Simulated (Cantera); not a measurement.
Input: 1 mol CuO, 28 mol HF, 4.9 mol O2, at 1773.15 K.

Cantera equilibrium calculation (NASA polynomials, part measured and part estimated; ideal gas, pure solids and liquids). Candidate condensed phases: Cu, CuF2, CuO, Cu(OH)2, Cu2O, H2O; 27 gas species. Rates play no part.

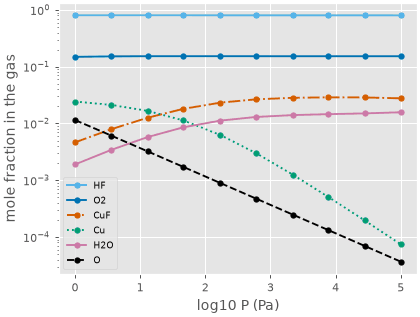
*Equilibrium gas composition (values under 1e-9 drawn at 1e-9)*

From 0.00750 Torr to 750 Torr nothing is condensed. The main Cu-bearing gas is Cu at 0.00750 Torr and CuF at 750 Torr.
